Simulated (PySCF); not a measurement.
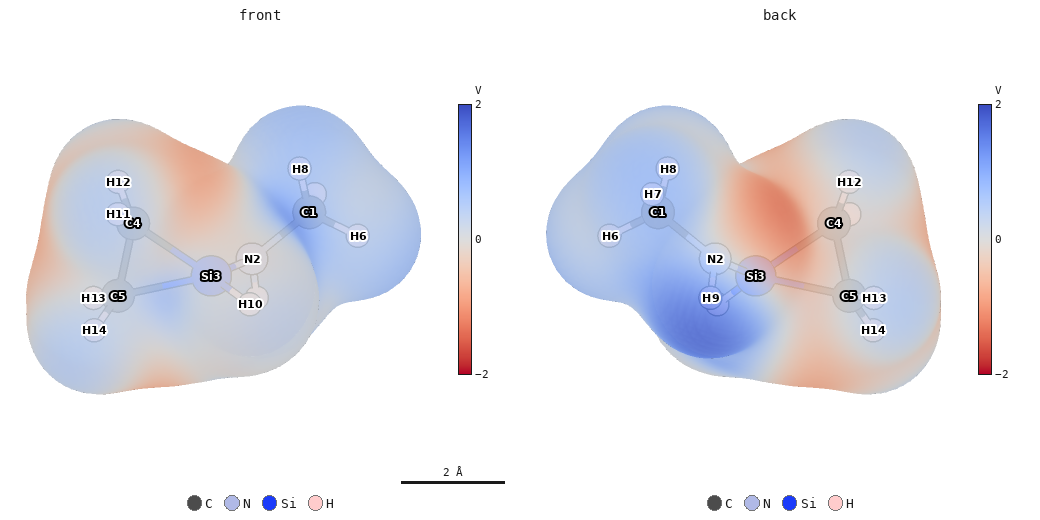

The picture shows: C3H9NSi. The electrostatic potential painted on the density surface at 0.002 e/bohr³, seen from the front and from behind; the colour scale runs from red (negative) to blue (positive).

Geometry: GFN2-xTB.

All numbers below come from PySCF, wB97X-D/def2-SVPD, SCF density, gas phase.

Input file:

```
{"job": {"kind": "uv", "xc": "wB97X-D", "basis": "def2-SVPD", "nstates": 8, "ntriplets": 3}, "charge": 0, "multiplicity": 1}
C     -2.282741     0.064260     0.375411
N     -1.101308    -0.563572    -0.171533
Si     0.280877     0.338284    -0.645430
C      1.648171     0.501585     0.632039
C      1.909202    -0.567276    -0.446485
H     -2.930115     0.497297    -0.396358
H     -2.864045    -0.666329     0.940880
H     -1.975829     0.861808     1.048394
H     -1.341738    -1.371277    -0.728326
H      0.161233     1.375018    -1.663388
H      2.315682     1.351330     0.616316
H      1.514956     0.123129     1.635643
H      1.940365    -1.588795    -0.097238
H      2.724611    -0.355935    -1.122090
```

Run with:

```sh
OMP_NUM_THREADS=1 python probes_run.py task.json out
```

> Which sites attract a positive test charge, and which a negative one?

A positive charge is drawn to the negative regions and a negative charge to the positive ones. The most negative region (about −1.2 V) lies over N2, the most positive (about +1.6 V) over H9. N2 is the likeliest acceptor of a hydrogen bond.
